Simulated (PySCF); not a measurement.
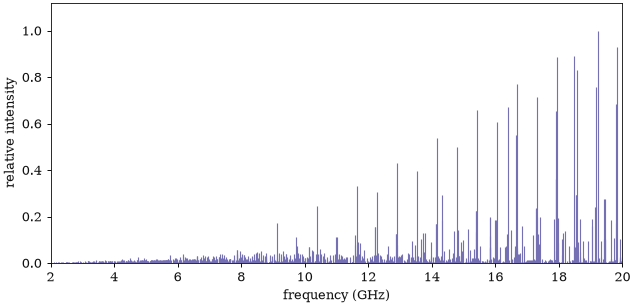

Simulated rotational absorption lines between 2 and 20 GHz at 10 K: rigid rotor with the equilibrium constants and dipole of one optimised conformer (PBE0-D3(BJ)/def2-SVP, PySCF 2.14.0), commonest isotopes; no centrifugal distortion, hyperfine structure, internal rotation or nuclear-spin weights; lines within 1 MHz of each other are summed.

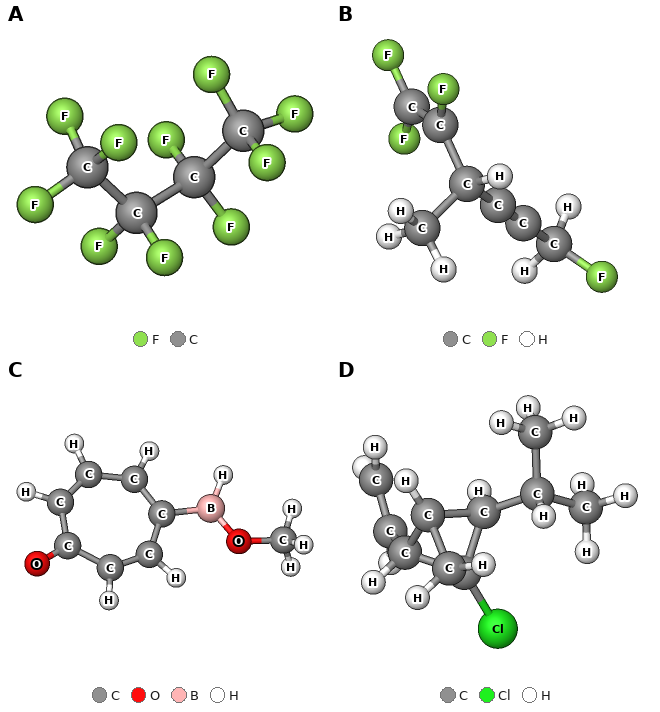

Question: Which molecule gives this spectrum? The candidates are drawn in the second picture.

Answer: Structure D, C₁₀H₁₅Cl, SMILES C=C[C@@H]1[C@H]2C[C@]1(Cl)[C@@H]2C(C)C. Rotational constants A, B, C = 1.042, 0.8549, 0.6304 GHz, |μa|, |μb|, |μc| = 0.34, 1.59, 0.83 D.

Known limits of this run: coarse grid, loose stop and no frequency check, small forces are noise and the end may be a saddle.
